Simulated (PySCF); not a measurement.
# C4H4Cl2: circular dichroism and optical rotation, excited states, first hyperpolarisability

Aim: compute the circular dichroism and optical rotation, excited states, first hyperpolarisability of C4H4Cl2 (`CC(Cl)=C=CCl`).

Programs: PySCF 2.14.0, with routines of our own; each step states its level. All values are computed. Atoms count from 0.

### Step 1. The system as given

10 atoms, charge 0, multiplicity 1; geometry from: GFN2-xTB.

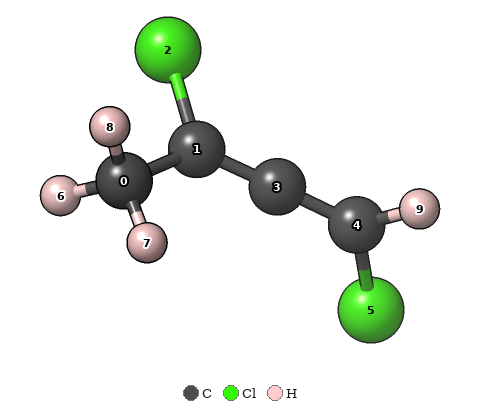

The starting geometry (carbon dark grey, chlorine green, hydrogen pink).

### Step 2. Geometry optimisation at PBE0-D3(BJ)/def2-TZVP

What the job is given:

```
{"job": {"xc": "PBE0", "basis": "def2-TZVP", "d3": "d3bj", "grid": 2, "kind": "geom"}, "charge": 0, "multiplicity": 1}
C     -1.467743    -0.533189     0.508910
C     -0.534273     0.218020    -0.377723
Cl    -1.300361     0.997306    -1.744180
C      0.743321     0.369032    -0.197306
C      2.027980     0.487680    -0.079262
Cl     3.138350    -0.647288    -0.785719
H     -1.973539    -1.309643    -0.062714
H     -0.917827    -0.987718     1.328384
H     -2.224485     0.139839     0.908855
H      2.517460     1.270614     0.478228
```

Launch:

```console
> OMP_NUM_THREADS=1 python excited_run.py task.json out
```

This one command runs all jobs of the session in turn.

Output:

```text
step   0  E = -1074.77076009  max force = 0.004910
step   1  E = -1074.77098199  max force = 0.001958
step   2  E = -1074.77101462  max force = 0.001130
step   3  E = -1074.77102260  max force = 0.000366
optimisation converged
```

Wall time 51 s (1 thread of Arm Neoverse V2, shared host); peak memory 0.89 GiB.

Step by step:

```csv
step,energy from step 0 (eV),largest force component (eV/Å)
0,0.0000,0.2525
1,-0.0060,0.1007
2,-0.0069,0.0581
3,-0.0071,0.0188
```

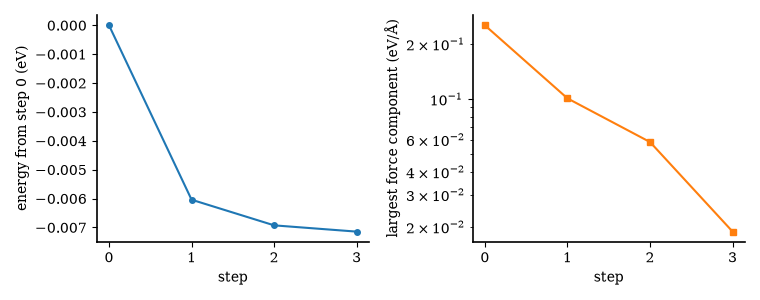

Energy and largest force along the relaxation.

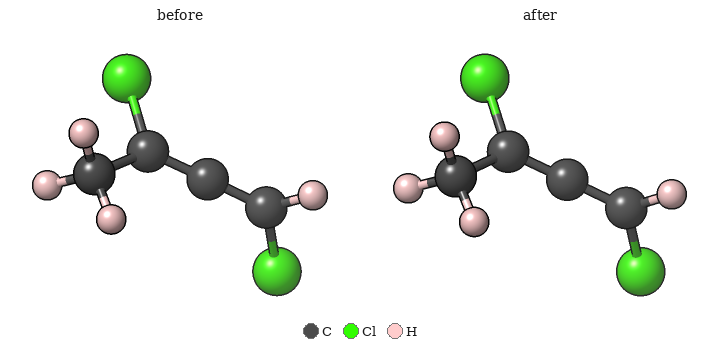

The geometry before (left) and after (right).

Distances of close pairs at the start and the end, largest changes first:

```csv
bond,before (Å),after (Å),change (Å)
C1–Cl2,1.750,1.742,-0.008
C4–Cl5,1.738,1.731,-0.007
C4–H9,1.079,1.083,+0.004
C0–H6,1.089,1.093,+0.004
C0–H8,1.089,1.093,+0.004
C0–H7,1.087,1.089,+0.003
C0–C1,1.491,1.489,-0.002
C1–C3,1.299,1.300,+0.001
```

The final coordinates are the input of the step that follows.

```csv
at the end point,value
point group (found at 0.08 Å tolerance),C1
"rotational constants (GHz, main isotopes)","4.868, 0.968, 0.861"
dipole moment (D),1.93
```

### Step 3. Circular dichroism and optical rotation: TDDFT CAM-B3LYP/def2-TZVPD

What the job is given:

```
{"job": {"kind": "ecd", "xc": "CAM-B3LYP", "basis": "def2-TZVPD", "nstates": 12}, "charge": 0, "multiplicity": 1}
C     -1.442769    -0.544680     0.522412
C     -0.550069     0.225435    -0.387077
Cl    -1.364480     0.999463    -1.718355
C      0.737531     0.355235    -0.263168
C      2.016641     0.486309    -0.099817
Cl     3.179309    -0.601583    -0.779283
H     -1.953400    -1.334022    -0.034309
H     -0.863250    -0.991785     1.329312
H     -2.207016     0.111076     0.946301
H      2.465007     1.286618     0.475744
```

Level: TDDFT CAM-B3LYP/def2-TZVPD circular dichroism and optical rotation, one conformer, gas phase.

Output:

```text
coarse grid: 10072 points
cycle   1  E = -1075.1565260686  dE =  9.244e-01  |g| = 3.892e-01  |ddm| = 3.713e+00
cycle   2  E = -1075.1617429727  dE = -5.217e-03  |g| = 4.197e-01  |ddm| = 2.057e+00
cycle   3  E = -1075.1991092360  dE = -3.737e-02  |g| = 3.955e-02  |ddm| = 8.192e-01
cycle   4  E = -1075.1994685291  dE = -3.593e-04  |g| = 2.713e-02  |ddm| = 1.176e-01
cycle   5  E = -1075.1996381542  dE = -1.696e-04  |g| = 7.615e-03  |ddm| = 7.465e-02
cycle   6  E = -1075.1996547969  dE = -1.664e-05  |g| = 3.245e-03  |ddm| = 1.790e-02
cycle   7  E = -1075.1996576693  dE = -2.872e-06  |g| = 1.042e-03  |ddm| = 8.921e-03
final grid: 89816 points
cycle   8  E = -1075.1922583227  dE = -2.343e-05  |g| = 4.490e-03  |ddm| = 1.632e-01
cycle   9  E = -1075.1922583931  dE = -7.035e-08  |g| = 4.171e-03  |ddm| = 1.866e-02
cycle  10  E = -1075.1922620534  dE = -3.660e-06  |g| = 3.858e-04  |ddm| = 6.829e-03
cycle  11  E = -1075.1922620858  dE = -3.236e-08  |g| = 1.693e-04  |ddm| = 1.009e-03
cycle  12  E = -1075.1922620921  dE = -6.320e-09  |g| = 4.773e-05  |ddm| = 4.226e-04
cycle  13  E = -1075.1922620927  dE = -6.094e-10  |g| = 2.116e-05  |ddm| = 1.183e-04
converged SCF energy = -1075.1922620927

Singlet excitations and rotatory strengths (1e-40 esu^2 cm^2)
state   eV       nm     f(len)   f(vel)    R(len)    R(vel)   main configurations
  1   5.0903   243.6  0.00002  0.00002     1.686     1.696   H->L+1 0.56, H->L 0.28
  2   5.3051   233.7  0.00020  0.00015     0.561     0.549   H-1->L 0.60, H-1->L+1 0.22, H->L+1 0.09
  3   6.1362   202.1  0.00291  0.00294     0.305     0.330   H->L 0.30, H-1->L+1 0.28, H->L+1 0.18
  4   6.7300   184.2  0.72168  0.71986  -213.018  -212.812   H-1->L+1 0.27, H->L 0.23, H-1->L+2 0.20
  5   6.7885   182.6  0.33659  0.33655   112.748   110.367   H->L+2 0.39, H-1->L+2 0.15, H->L 0.11
  6   6.8072   182.1  0.11099  0.11082    20.577    20.638   H->L+2 0.45, H-1->L+2 0.27, H-1->L+3 0.09
  7   7.1235   174.0  0.00542  0.00560    12.222    12.430   H-2->L 0.37, H-2->L+1 0.26, H-3->L+1 0.21
  8   7.1531   173.3  0.00475  0.00458    -4.224    -4.067   H-2->L+1 0.39, H-2->L 0.34, H-3->L 0.13
  9   7.3079   169.7  0.00233  0.00236   -11.761   -11.883   H-3->L+1 0.44, H-2->L+1 0.20, H-3->L 0.17
 10   7.3519   168.6  0.00196  0.00195     6.064     6.067   H->L+3 0.25, H->L+7 0.19, H-4->L+1 0.09
 11   7.3826   167.9  0.00039  0.00036    -2.648    -2.645   H-3->L 0.52, H-3->L+1 0.21, H-2->L 0.08
 12   7.5062   165.2  0.00042  0.00044    -1.267    -1.256   H-1->L+5 0.38, H-1->L+2 0.17, H-1->L+3 0.16

Specific rotation (deg / (dm g/mL))
    nm     length   length(OI)   velocity    alpha(len)  alpha(vel)
  633.0    -187.78    -192.33    -194.89       88.022     88.377
  589.3    -221.95    -227.30    -230.31       88.545     88.901
  546.0    -266.44    -272.86    -276.42       89.207     89.564
  436.0    -473.23    -484.48    -490.54       92.052     92.411
  405.0    -580.29    -594.03    -601.32       93.405     93.765
  365.0    -787.70    -806.25    -815.79       95.855     96.216
  355.0    -858.29    -878.48    -888.76       96.647     97.009
```

Wall time 1.7 min (1 thread of Arm Neoverse V2, shared host); peak memory 1.1 GiB.

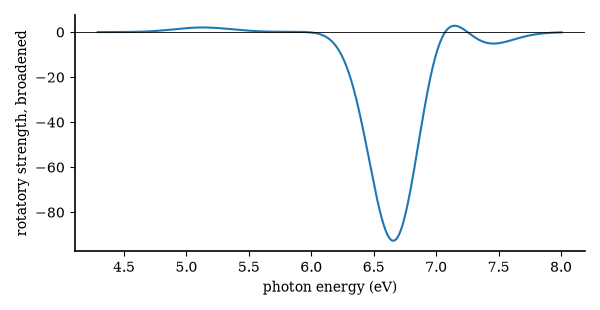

Circular dichroism: velocity-form rotatory strengths under Gaussians of 0.3 eV half-width at 1/e.

### Step 4. Excited states: TDA CAM-B3LYP/def2-TZVPD

The job, as its differences from that of step 3:

```diff
@@ -1,2 +1,2 @@
-{"job": {"kind": "ecd", "xc": "CAM-B3LYP", "basis": "def2-TZVPD", "nstates": 12}, "charge": 0, "multiplicity": 1}
+{"job": {"kind": "states", "xc": "CAM-B3LYP", "basis": "def2-TZVPD", "tda": true, "soc": true, "nstates": 6, "ntriplets": 5, "nquad": 4}, "charge": 0, "multiplicity": 1}
 C     -1.442769    -0.544680     0.522412
```

Method: TDA CAM-B3LYP/def2-TZVPD excited states, vertical, gas phase, spin-orbit mean-field couplings.

Output:

```text
coarse grid: 10072 points
cycle   1  E = -1075.1565260686  dE =  9.244e-01  |g| = 3.892e-01  |ddm| = 3.713e+00
cycle   2  E = -1075.1617429727  dE = -5.217e-03  |g| = 4.197e-01  |ddm| = 2.057e+00
cycle   3  E = -1075.1991092360  dE = -3.737e-02  |g| = 3.955e-02  |ddm| = 8.192e-01
cycle   4  E = -1075.1994685291  dE = -3.593e-04  |g| = 2.713e-02  |ddm| = 1.176e-01
cycle   5  E = -1075.1996381542  dE = -1.696e-04  |g| = 7.615e-03  |ddm| = 7.465e-02
cycle   6  E = -1075.1996547969  dE = -1.664e-05  |g| = 3.245e-03  |ddm| = 1.790e-02
cycle   7  E = -1075.1996576693  dE = -2.872e-06  |g| = 1.042e-03  |ddm| = 8.921e-03
final grid: 89816 points
cycle   8  E = -1075.1922583227  dE = -2.343e-05  |g| = 4.490e-03  |ddm| = 1.632e-01
cycle   9  E = -1075.1922583931  dE = -7.035e-08  |g| = 4.171e-03  |ddm| = 1.866e-02
cycle  10  E = -1075.1922620534  dE = -3.660e-06  |g| = 3.858e-04  |ddm| = 6.829e-03
cycle  11  E = -1075.1922620858  dE = -3.236e-08  |g| = 1.693e-04  |ddm| = 1.009e-03
cycle  12  E = -1075.1922620921  dE = -6.320e-09  |g| = 4.773e-05  |ddm| = 4.226e-04
cycle  13  E = -1075.1922620927  dE = -6.094e-10  |g| = 2.116e-05  |ddm| = 1.183e-04
converged SCF energy = -1075.1922620927

Singlet excitations
state   eV       nm        f     d(h-e)  d(exc)  Lambda  PR(NTO)  |dmu|/D   mu/D   main configurations
  1   5.1187   242.2   0.00006   0.462   2.798   0.632   1.310    1.177    2.767   H->L+1 0.54, H->L 0.27
  2   5.3525   231.6   0.00009   0.510   2.861   0.612   1.313    1.185    1.938   H-1->L 0.58, H-1->L+1 0.21, H->L+1 0.11
  3   6.3572   195.0   0.00259   0.100   3.308   0.641   2.086    0.259    2.027   H->L 0.29, H-1->L+1 0.28, H->L+1 0.17
  4   6.7766   183.0   0.01206   0.769   3.509   0.304   1.143    3.578    2.973   H-1->L+2 0.44, H->L+2 0.24, H-1->L+3 0.17
  5   6.8132   182.0   0.01268   0.483   3.695   0.323   1.128                     H->L+2 0.63, H-1->L+2 0.18
  6   7.0400   176.1   1.32843   0.222   3.230   0.621   2.271                     H-1->L+1 0.32, H->L 0.31, H-1->L 0.10

Triplet excitations (Tamm-Dancoff)
state   eV     d(h-e)  d(exc)  Lambda  PR(NTO)   main configurations
  1   4.0967   0.041   2.469   0.615   1.967   H->L 0.29, H-1->L+1 0.20, H->L+1 0.18
  2   4.2766   0.100   2.512   0.628   1.957   H-1->L+1 0.37, H->L 0.28, H-1->L 0.12
  3   4.7119   0.532   2.750   0.626   1.113   H->L+1 0.63, H->L 0.25
  4   4.9060   0.558   2.802   0.607   1.117   H-1->L 0.58, H-1->L+1 0.27
  5   6.5064   0.811   2.680   0.419   1.227   H-3->L+1 0.27, H-2->L+1 0.23, H-3->L 0.12
S1 - T1 = 1.0220 eV

Spin-orbit couplings |<S|Hso|T>| (cm-1)
             T1       T2       T3       T4       T5
S0       11.548   13.498   82.608  112.263  209.520
S1       73.324   12.755    1.794    0.811  111.374
S2       34.625   17.436    0.987    0.942   43.500
S3        1.508    1.058   53.153   85.534   29.432
S4        7.755    7.368    6.437    8.562   12.501
S5        6.323    6.458    5.170    7.199   13.909
S6        6.116    5.884   44.405   16.742   24.809
T1 sublevels (cm-1): 0.000 0.744 0.780   radiative rates (1/s): 5.85 2.29 14.7
```

Run time: 45 s. Hardware: 1 thread of Arm Neoverse V2, shared host; peak memory 1 GiB.

In short:

```csv
quantity,value
S1 less T1,1.02 eV
```

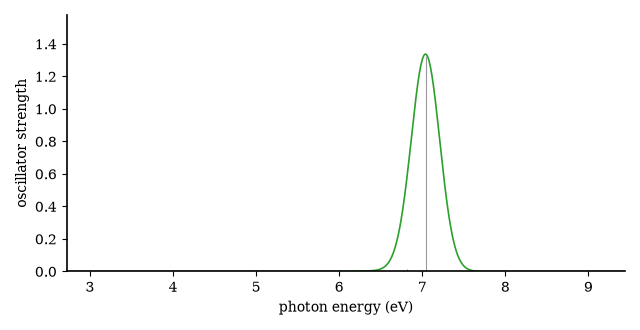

Absorption lines of the singlets. Lines are broadened to a width of 0.40 eV (Gaussian).

### Step 5. Excited states: TDDFT CAM-B3LYP/def2-TZVPD

The job, as its differences from that of step 4:

```diff
@@ -1,2 +1,2 @@
-{"job": {"kind": "states", "xc": "CAM-B3LYP", "basis": "def2-TZVPD", "tda": true, "soc": true, "nstates": 6, "ntriplets": 5, "nquad": 4}, "charge": 0, "multiplicity": 1}
+{"job": {"kind": "states", "xc": "CAM-B3LYP", "basis": "def2-TZVPD", "tpa": true, "nstates": 8, "nquad": 6, "ntriplets": 0}, "charge": 0, "multiplicity": 1}
 C     -1.442769    -0.544680     0.522412
```

With the program's defaults for keys left out, this is: TDDFT CAM-B3LYP/def2-TZVPD excited states, vertical, gas phase, two-photon moments by quadratic response.

Output:

```text
coarse grid: 10072 points
cycle   1  E = -1075.1565260686  dE =  9.244e-01  |g| = 3.892e-01  |ddm| = 3.713e+00
cycle   2  E = -1075.1617429727  dE = -5.217e-03  |g| = 4.197e-01  |ddm| = 2.057e+00
cycle   3  E = -1075.1991092360  dE = -3.737e-02  |g| = 3.955e-02  |ddm| = 8.192e-01
cycle   4  E = -1075.1994685291  dE = -3.593e-04  |g| = 2.713e-02  |ddm| = 1.176e-01
cycle   5  E = -1075.1996381542  dE = -1.696e-04  |g| = 7.615e-03  |ddm| = 7.465e-02
cycle   6  E = -1075.1996547969  dE = -1.664e-05  |g| = 3.245e-03  |ddm| = 1.790e-02
cycle   7  E = -1075.1996576693  dE = -2.872e-06  |g| = 1.042e-03  |ddm| = 8.921e-03
final grid: 89816 points
cycle   8  E = -1075.1922583227  dE = -2.343e-05  |g| = 4.490e-03  |ddm| = 1.632e-01
cycle   9  E = -1075.1922583931  dE = -7.035e-08  |g| = 4.171e-03  |ddm| = 1.866e-02
cycle  10  E = -1075.1922620534  dE = -3.660e-06  |g| = 3.858e-04  |ddm| = 6.829e-03
cycle  11  E = -1075.1922620858  dE = -3.236e-08  |g| = 1.693e-04  |ddm| = 1.009e-03
cycle  12  E = -1075.1922620921  dE = -6.320e-09  |g| = 4.773e-05  |ddm| = 4.226e-04
cycle  13  E = -1075.1922620927  dE = -6.094e-10  |g| = 2.116e-05  |ddm| = 1.183e-04
converged SCF energy = -1075.1922620927

Singlet excitations
state   eV       nm        f     d(h-e)  d(exc)  Lambda  PR(NTO)  |dmu|/D   mu/D   delta(TPA)   sigma/GM   main configurations
  1   5.0909   243.5   0.00002   0.479   2.787   0.632   1.279    1.266    2.837        0.05      0.000   H->L+1 0.57, H->L 0.28
  2   5.3060   233.7   0.00020   0.564   2.874   0.612   1.211    1.271    1.954        0.25      0.003   H-1->L 0.60, H-1->L+1 0.22, H->L+1 0.09
  3   6.1368   202.0   0.00292   0.088   3.238   0.644   2.114    0.213    2.021      200.09      2.761   H->L 0.30, H-1->L+1 0.28, H->L+1 0.18
  4   6.7306   184.2   0.72008   0.432   3.251   0.509   1.976    1.534    1.717        3.01      0.050   H-1->L+1 0.27, H->L 0.23, H-1->L+2 0.20
  5   6.7889   182.6   0.33450   0.427   3.534   0.388   1.406    1.689    1.313        8.86      0.150   H->L+2 0.40, H-1->L+2 0.15, H->L 0.11
  6   6.8075   182.1   0.11536   0.633   3.579   0.330   1.314    2.693    1.733       31.15      0.529   H->L+2 0.44, H-1->L+2 0.28, H-1->L+3 0.09
  7   7.1264   174.0   0.00520   0.717   2.967   0.443   1.198                                            H-2->L 0.37, H-2->L+1 0.27, H-3->L+1 0.21
  8   7.1565   173.2   0.00474   0.976   3.011   0.439   1.155                                            H-2->L+1 0.39, H-2->L 0.35, H-3->L 0.13
```

Run time: 56 s. Hardware: 1 thread of Arm Neoverse V2, shared host; peak memory 1 GiB.

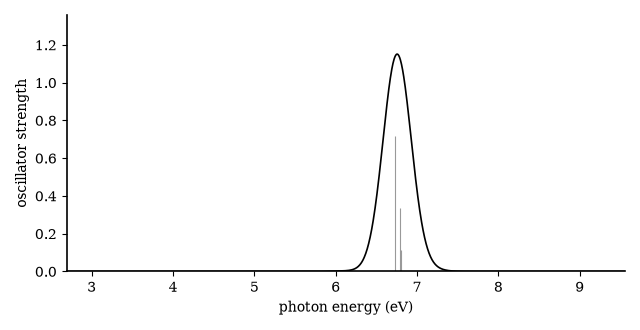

Absorption lines of the singlets. Lines are broadened to a width of 0.40 eV (Gaussian).

### Step 6. First hyperpolarisability: quadratic response CAM-B3LYP/def2-TZVPD

The job, as its differences from that of step 5:

```diff
@@ -1,2 +1,2 @@
-{"job": {"kind": "states", "xc": "CAM-B3LYP", "basis": "def2-TZVPD", "tpa": true, "nstates": 8, "nquad": 6, "ntriplets": 0}, "charge": 0, "multiplicity": 1}
+{"job": {"kind": "beta", "xc": "CAM-B3LYP", "basis": "def2-TZVPD"}, "charge": 0, "multiplicity": 1}
 C     -1.442769    -0.544680     0.522412
```

With the program's defaults for keys left out, this is: quadratic response CAM-B3LYP/def2-TZVPD first hyperpolarisability, Taylor convention, gas phase.

Output:

```text
coarse grid: 10072 points
cycle   1  E = -1075.1565260686  dE =  9.244e-01  |g| = 3.892e-01  |ddm| = 3.713e+00
cycle   2  E = -1075.1617429727  dE = -5.217e-03  |g| = 4.197e-01  |ddm| = 2.057e+00
cycle   3  E = -1075.1991092360  dE = -3.737e-02  |g| = 3.955e-02  |ddm| = 8.192e-01
cycle   4  E = -1075.1994685291  dE = -3.593e-04  |g| = 2.713e-02  |ddm| = 1.176e-01
cycle   5  E = -1075.1996381542  dE = -1.696e-04  |g| = 7.615e-03  |ddm| = 7.465e-02
cycle   6  E = -1075.1996547969  dE = -1.664e-05  |g| = 3.245e-03  |ddm| = 1.790e-02
cycle   7  E = -1075.1996576693  dE = -2.872e-06  |g| = 1.042e-03  |ddm| = 8.921e-03
final grid: 89816 points
cycle   8  E = -1075.1922583227  dE = -2.343e-05  |g| = 4.490e-03  |ddm| = 1.632e-01
cycle   9  E = -1075.1922583931  dE = -7.035e-08  |g| = 4.171e-03  |ddm| = 1.866e-02
cycle  10  E = -1075.1922620534  dE = -3.660e-06  |g| = 3.858e-04  |ddm| = 6.829e-03
cycle  11  E = -1075.1922620858  dE = -3.236e-08  |g| = 1.693e-04  |ddm| = 1.009e-03
cycle  12  E = -1075.1922620921  dE = -6.320e-09  |g| = 4.773e-05  |ddm| = 4.226e-04
cycle  13  E = -1075.1922620927  dE = -6.094e-10  |g| = 2.116e-05  |ddm| = 1.183e-04
converged SCF energy = -1075.1922620927

Lowest singlets (eV, f): 5.0909 0.0000  5.3060 0.0002  6.1368 0.0029

First hyperpolarisability (au)
process     nm      |vector|   parallel      HRS      DR
static         -       38.09      13.31      19.92   2.941
shg       1907.0       39.79      13.75      20.73   2.946
eope      1907.0       38.64      13.46          -       -
shg       1064.0       44.06      14.81      22.78   2.952
eope      1064.0       39.91      13.78          -       -
```

Wall time 41 s (1 thread of Arm Neoverse V2, shared host); peak memory 1 GiB.

### Step 7. Results

| quantity | value |
| --- | --- |
| point group | C1 |
| rotational constants (main isotopes) | 4.87, 0.97, 0.86 GHz |
| state of largest rotatory strength (velocity form) among 12 (step 3, TDDFT CAM-B3LYP/def2-TZVPD) | 6.73 eV, R = -212.8 (velocity), -213.0 (length) ·10⁻⁴⁰ esu² cm² |
| specific rotation at 633.0 nm (step 3, TDDFT CAM-B3LYP/def2-TZVPD) | -194.9 (velocity), -187.8 (length) |
| S1 less T1 (step 4, TDA CAM-B3LYP/def2-TZVPD) | 1.02 eV |
| β vector (step 6, quadratic response CAM-B3LYP/def2-TZVPD) | static 38, SHG 1907.0 nm 40, SHG 1064.0 nm 44 au |

What this shows: The optimisation took 3 steps and gained 0.007 eV; among the close pairs (by a distance rule), C1–Cl2 changed most, from 1.750 to 1.742 Å. No frequency check was run at this level, so the end point may be a saddle. Rotations belong to one conformer and to the handedness of the start. In step 4, the number of triplets below S1 is 4, and the largest singlet-triplet spin-orbit coupling is S0–T5, 209.52 cm⁻¹. β grows from 38 au (static) to 44 au for doubling at 1064.0 nm: normal dispersion, which grows as twice the photon energy moves toward the bright states.
